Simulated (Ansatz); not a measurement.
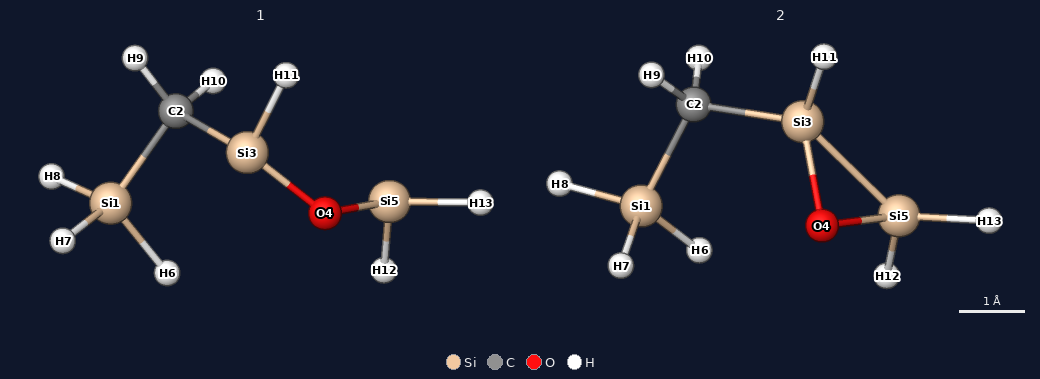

Two geometries of CH8OSi3, drawn at one scale. One is the start of a relaxation, the other its converged end. The picture is a ball-and-stick view, seen from a free direction.

These are results of Ansatz 0.2.0, RKS PBE0/def2-SVP, not measurements. Settings: no spin polarisation; force threshold 0.015 eV/Å; at most 40 steps.

> Which of the two is the end point?

Structure 2 is the relaxed one. The run prepares an end point of a later path (inversion) calculation, from a guessed geometry. Si3 moves most after the best rigid fit: 0.94 Å. Largest moves by element: Si 0.94 Å, H 0.72 Å, O 0.49 Å, C 0.11 Å. Among the contacts that change: Si3–Si5 2.818 → 2.214 Å, Si3–O4 1.574 → 1.721 Å, O4–Si5 1.583 → 1.724 Å, Si1–C2 1.822 → 1.890 Å. New bonds form: Si3–Si5 (2.82 → 2.21 Å). Bond angles that change, for instance: Si3–O4–Si5 126.3° → 80.0°, Si1–C2–Si3 104.8° → 114.0°, O4–Si3–H11 106.2° → 112.9°. The energy falls by 3.588 eV in 19 accepted moves (20 points after the start). Largest force component: 4.9 eV/Å at the start, 0.014 eV/Å at the end. The line search rejected the trial step at point 11 of the run.
